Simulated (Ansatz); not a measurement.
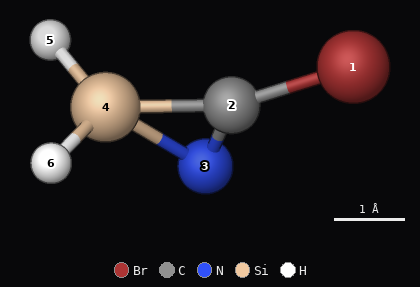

The input geometry (ball-and-stick view, seen at a tilt; atoms are numbered from 1 in the order of the input). Bond lengths as drawn: Br–C 1.90 Å, C–N 1.28 Å, C–Si 1.81 Å, H–Si 1.49 Å and N–Si 1.86 Å.

## CH2BrNSi: geometry relaxation

- system: CH2BrNSi, SMILES BrC1=N[SiH2]1
- method: RKS PBE0-D4/def2-TZVP (Ansatz 0.2.0)

The geometry: PBE-D4/def2-SVP start. Figures and captions count atoms from 1; the log counts them from 0 in places.

The input
```yaml
crystal:
  periodic: [false, false, false]
  atoms:
    - {symbol: Br, position_ang: [-0.122603, -2.776902, 0.401779]}
    - {symbol: C, position_ang: [-0.220853, -0.919737, 0.010556]}
    - {symbol: N, position_ang: [-1.086820, -0.257100, -0.651373]}
    - {symbol: Si, position_ang: [0.277670, 0.815883, 0.015678]}
    - {symbol: H, position_ang: [1.262831, 1.348905, -0.970586]}
    - {symbol: H, position_ang: [-0.068125, 1.724851, 1.147746]}
basis:
  gaussian: {orbitals: def2-TZVP}
hamiltonian: {xc: pbe0, dispersion: d4}
relax: {f_tol: 0.005, max_steps: 150}
```

Run on 2 threads of Arm Neoverse V1, 23 GiB of memory available, shared host.

Launch command:
```bash
ansatz run in.yaml --threads 2 --pin off --events-out ev --progress --plain --max-ram 4352MiB
```

Log
```
Functional definition: PBE0
  name "PBE0"
  cite "Adamo & Barone, J. Chem. Phys. 110, 6158 (1999) doi:10.1063/1.478522"
  cite "Perdew, Burke & Ernzerhof, Phys. Rev. Lett. 77, 3865 (1996) doi:10.1103/PhysRevLett.77.3865"
  parent pbe
  parameter a = 0.25
  parameter kappa = 0.804
  parameter beta = 0.06672455060314922
  exchange = (1 - a)*pbe_x(kappa = kappa, mu = beta*pi^2/3) + a*exact_x
  correlation = pbe_c(beta = beta)
1104 factors; their error is unknown
mean field evaluation 1: about -80460.5888 eV, gradient 5.8e1 eV
mean field evaluation 2: about -80424.6617 eV, gradient 1.2e2 eV
mean field evaluation 4: about -80467.6448 eV, gradient 1.5e1 eV
mean field evaluation 8: about -80468.1002 eV, gradient 7.0e-2 eV
mean field evaluation 16: about -80468.5748 eV, gradient 1.4e-4 eV
mean field -80468.57482985 eV, -2957.1655814379 hartree, gradient 3.9e-5 eV, S^2 0.000000; 0 other end points of the search recorded, 0 dependent functions left out
the calculation of the forces begins
reference -80468.57485944 eV, -2957.1655825254 hartree; 32, 32 occupied and 127, 127 virtual orbitals, 1104 factors
relax step   1: F+E_penalty+E_count = -80468.70240335 eV  Δ(F+E_penalty+E_count) = +0.000e0 eV  max|allowed force component| = 1.242e0 eV/Å  Δτ_max = 0.0000 Å  (29 SCF iters, accepted)
these checks for a lower state are left out or cut short: starts, cluster_reference, orbital_swaps, neighbouring_geometries, increment
1104 factors; their error is unknown
mean field -80468.61095658 eV, -2957.1669090707 hartree, gradient 1.6e-5 eV, S^2 0.000000; 0 other end points of the search recorded, 0 dependent functions left out
the calculation of the forces begins
reference -80468.61098606 eV, -2957.1669101540 hartree; 32, 32 occupied and 127, 127 virtual orbitals, 1104 factors
relax step   2: F+E_penalty+E_count = -80468.73907164 eV  Δ(F+E_penalty+E_count) = -3.667e-2 eV  max|allowed force component| = 5.126e-1 eV/Å  Δτ_max = 0.0210 Å  (34 SCF iters, accepted)
these checks for a lower state are left out or cut short: starts, cluster_reference, orbital_swaps, neighbouring_geometries, increment
1104 factors; their error is unknown
mean field evaluation 32: about -80468.6228 eV, gradient 1.6e-5 eV
mean field -80468.62275486 eV, -2957.1673426494 hartree, gradient 1.6e-5 eV, S^2 0.000000; 0 other end points of the search recorded, 0 dependent functions left out
the calculation of the forces begins
reference -80468.62278423 eV, -2957.1673437288 hartree; 32, 32 occupied and 127, 127 virtual orbitals, 1104 factors
relax step   3: F+E_penalty+E_count = -80468.75128415 eV  Δ(F+E_penalty+E_count) = -1.221e-2 eV  max|allowed force component| = 1.303e-1 eV/Å  Δτ_max = 0.0204 Å  (34 SCF iters, accepted)
these checks for a lower state are left out or cut short: starts, cluster_reference, orbital_swaps, neighbouring_geometries, increment
1104 factors; their error is unknown
mean field -80468.62332968 eV, -2957.1673637737 hartree, gradient 1.5e-5 eV, S^2 0.000000; 0 other end points of the search recorded, 0 dependent functions left out
the calculation of the forces begins
reference -80468.62335904 eV, -2957.1673648527 hartree; 32, 32 occupied and 127, 127 virtual orbitals, 1104 factors
relax step   4: F+E_penalty+E_count = -80468.75184509 eV  Δ(F+E_penalty+E_count) = -5.609e-4 eV  max|allowed force component| = 6.304e-2 eV/Å  Δτ_max = 0.0043 Å  (35 SCF iters, accepted)
these checks for a lower state are left out or cut short: starts, cluster_reference, orbital_swaps, neighbouring_geometries, increment
1104 factors; their error is unknown
mean field -80468.62343645 eV, -2957.1673676977 hartree, gradient 1.5e-5 eV, S^2 0.000000; 0 other end points of the search recorded, 0 dependent functions left out
the calculation of the forces begins
reference -80468.62346582 eV, -2957.1673687768 hartree; 32, 32 occupied and 127, 127 virtual orbitals, 1104 factors
relax step   5: F+E_penalty+E_count = -80468.75194635 eV  Δ(F+E_penalty+E_count) = -1.013e-4 eV  max|allowed force component| = 4.159e-2 eV/Å  Δτ_max = 0.0057 Å  (34 SCF iters, accepted)
these checks for a lower state are left out or cut short: starts, cluster_reference, orbital_swaps, neighbouring_geometries, increment
1104 factors; their error is unknown
mean field -80468.62350150 eV, -2957.1673700881 hartree, gradient 1.5e-5 eV, S^2 0.000000; 0 other end points of the search recorded, 0 dependent functions left out
the calculation of the forces begins
reference -80468.62353086 eV, -2957.1673711672 hartree; 32, 32 occupied and 127, 127 virtual orbitals, 1104 factors
relax step   6: F+E_penalty+E_count = -80468.75200136 eV  Δ(F+E_penalty+E_count) = -5.502e-5 eV  max|allowed force component| = 2.741e-3 eV/Å  Δτ_max = 0.0022 Å  (36 SCF iters, accepted)
1104 factors; their error is unknown
mean field evaluation 64: about -80467.7599 eV, gradient 1.4e1 eV
```

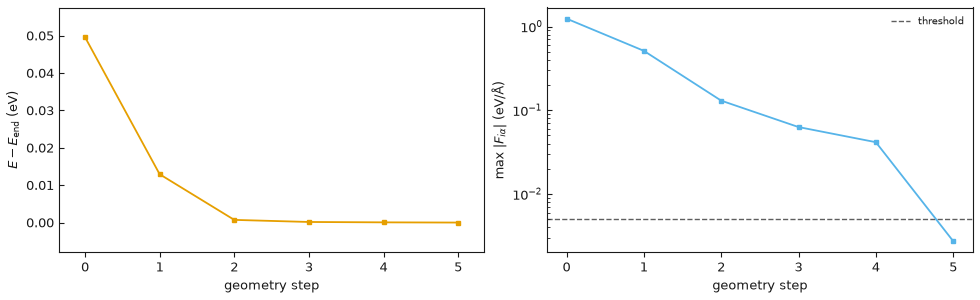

Progress of the relaxation, step by step (the first geometry is step 0 here and step 1 in the log).

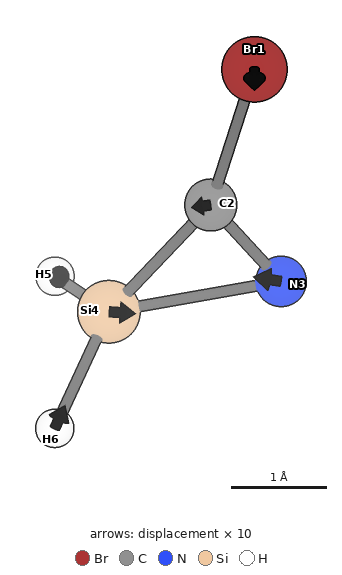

The starting structure with the displacements as black arrows, magnified 10 times (ball-and-stick view, seen at a tilt). The two geometries are laid on each other by the best rigid fit. N3 moves most after the best rigid fit: 0.031 Å. By element the largest moves are N 0.031 Å, Br 0.030 Å, Si 0.029 Å, H 0.028 Å, C 0.021 Å. Distances before and after: N3–Si4 1.860 → 1.804 Å, C2–Si4 1.806 → 1.776 Å, Br1–C2 1.900 → 1.881 Å, Si4–H5 1.492 → 1.475 Å. Among the angles that change: Br1–C2–Si4 157.6° → 159.7°. After 5 geometry steps the energy has fallen by 0.050 eV. Largest force component: 1.2 eV/Å at the start, 0.0027 eV/Å at the end. (Atoms are counted from 1 in the order of the input.)

```
mean field -80468.62350150 eV, -2957.1673700881 hartree, gradient 1.5e-5 eV, S^2 0.000000; 1 other end points of the search recorded, 0 dependent functions left out
the calculation of the forces begins
reference -80468.62353086 eV, -2957.1673711671 hartree; 32, 32 occupied and 127, 127 virtual orbitals, 1104 factors
Total energy: -80468.75203073 eV, -2957.1720934501 hartree
Atom 0 at    -0.130147    -2.749697     0.392220 Å, force     0.000244     0.001557    -0.000246 eV/Å
Atom 1 at    -0.204662    -0.908195     0.018505 Å, force     0.000748    -0.002741     0.001572 eV/Å
Atom 2 at    -1.060729    -0.251367    -0.635811 Å, force    -0.001175     0.001275    -0.001336 eV/Å
Atom 3 at     0.253396     0.807232     0.001950 Å, force     0.000665     0.000796     0.000156 eV/Å
Atom 4 at     1.246487     1.334125    -0.952885 Å, force    -0.000396    -0.000349    -0.000030 eV/Å
Atom 5 at    -0.062246     1.703802     1.129821 Å, force    -0.000087    -0.000538    -0.000115 eV/Å
Dipole moment:     0.338864     0.364663     0.148191 e Å
```

Trajectory as extended XYZ (Å, eV, eV/Å), 6 frames, from step=1 to step=6
```
6
Properties=species:S:1:pos:R:3:forces:R:3 step=1 energy=-80468.70240
Br   -0.1226   -2.7769    0.4018   -0.0503   0.3486  -0.0933
C    -0.2209   -0.9197    0.0106   -0.4719   0.8278  -0.4444
N    -1.0868   -0.2571   -0.6514    1.2423  -0.1891   0.8148
Si    0.2777    0.8159    0.0157   -0.6293  -0.6607  -0.2780
H     1.2628    1.3489   -0.9706   -0.1975  -0.1204   0.2428
H    -0.0681    1.7249    1.1477    0.1067  -0.2062  -0.2419
6
Properties=species:S:1:pos:R:3:forces:R:3 step=2 energy=-80468.73907
Br   -0.1223   -2.7562    0.3983   -0.0189   0.1106  -0.0315
C    -0.2169   -0.9100    0.0112   -0.0390   0.2845  -0.0747
N    -1.0779   -0.2593   -0.6452    0.5126   0.1730   0.2912
Si    0.2660    0.8143    0.0086   -0.4267  -0.4985  -0.1798
H     1.2552    1.3375   -0.9578   -0.0524  -0.0239   0.0584
H    -0.0621    1.7096    1.1386    0.0243  -0.0457  -0.0636
6
Properties=species:S:1:pos:R:3:forces:R:3 step=3 energy=-80468.75128
Br   -0.1254   -2.7468    0.3947   -0.0166   0.0173  -0.0134
C    -0.2093   -0.9049    0.0151    0.0947  -0.1303   0.0821
N    -1.0625   -0.2481   -0.6377   -0.0505   0.0709  -0.0440
Si    0.2585    0.8059    0.0054   -0.0606   0.0032  -0.0385
H     1.2458    1.3298   -0.9550    0.0214   0.0180  -0.0008
H    -0.0650    1.7000    1.1312    0.0115   0.0209   0.0146
6
Properties=species:S:1:pos:R:3:forces:R:3 step=4 energy=-80468.75185
Br   -0.1271   -2.7481    0.3939   -0.0110   0.0089  -0.0085
C    -0.2076   -0.9067    0.0165    0.0523  -0.0630   0.0443
N    -1.0623   -0.2498   -0.6371   -0.0311   0.0318  -0.0253
Si    0.2550    0.8064    0.0031   -0.0179   0.0108  -0.0132
H     1.2467    1.3321   -0.9533    0.0048   0.0055  -0.0002
H    -0.0627    1.7019    1.1307    0.0029   0.0060   0.0030
6
Properties=species:S:1:pos:R:3:forces:R:3 step=5 energy=-80468.75195
Br   -0.1314   -2.7496    0.3913    0.0082   0.0027   0.0053
C    -0.2030   -0.9075    0.0198   -0.0416  -0.0149  -0.0259
N    -1.0600   -0.2517   -0.6355    0.0325  -0.0036   0.0219
Si    0.2538    0.8077    0.0021   -0.0084   0.0035  -0.0051
H     1.2459    1.3336   -0.9537    0.0060   0.0054  -0.0002
H    -0.0632    1.7033    1.1298    0.0032   0.0070   0.0039
6
Properties=species:S:1:pos:R:3:forces:R:3 step=6 energy=-80468.75200
Br   -0.1301   -2.7497    0.3922    0.0002   0.0016  -0.0002
C    -0.2047   -0.9082    0.0185    0.0007  -0.0027   0.0016
N    -1.0607   -0.2514   -0.6358   -0.0012   0.0013  -0.0013
Si    0.2534    0.8072    0.0019    0.0007   0.0008   0.0002
H     1.2465    1.3341   -0.9529   -0.0004  -0.0003   0.0000
H    -0.0622    1.7038    1.1298   -0.0001  -0.0005  -0.0001
```

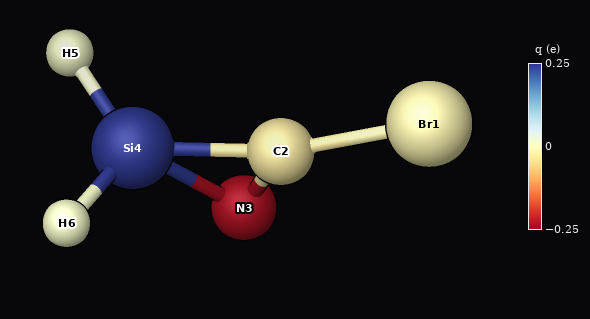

Mulliken charges, as the colour of each atom (ball-and-stick view, seen at a tilt; atoms are numbered from 1 in the order of the input). By element: Br −0.01, C −0.03, N −0.23, Si +0.24 and H +0.01 e.

Results in brief

- outcome: converged
- total energy: −80468.7520 eV
- mean-field energy: −80468.6235 eV
- dispersion energy: −0.1285 eV
- SCF solution under orbital rotations: stable
- largest force (length of the vector) at the end: 0.003 eV/Å
- dipole moment: 2.49 D
- wall time: 30 s (CPU time 57 s)
- peak memory: 0.38 GiB
